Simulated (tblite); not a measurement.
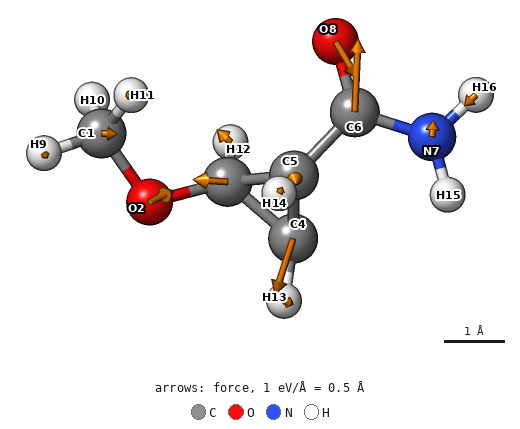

Starting geometry of C5H8NO2 (multiplicity 2) with the computed forces as orange arrows. The picture is a ball-and-stick view, seen at a tilt.

Theory: GFN2-xTB geometry optimisation, gas phase (tblite). 

Q: What follows when this structure is relaxed?

A: It isn't relaxed: the largest force vector, on a C atom, is 2.48 eV/Å. The final displacements have little in common with the starting forces (cosine between the two patterns 0.12). The energy falls by 35.2 kJ/mol in 162 geometry steps. The largest move after the best rigid fit is that of an O atom, 1.42 Å. Largest moves by element: O 1.42 Å, H 1.29 Å, N 0.61 Å, C 0.47 Å. Near-neighbour distances that change, for instance: C–O 1.444 → 1.385 Å, C–C 1.437 → 1.475 Å, C–C 1.516 → 1.550 Å, C–C 1.471 → 1.498 Å. Among the angles between lasting bonds that change: C–C–H 122.1° → 129.8°, O–C–C 115.3° → 121.8°, C–C–H 117.3° → 111.2°. Groups turn about C–C by about 70°. Cost: 0.93 s on 1 thread of Arm Neoverse V1, on a shared host.
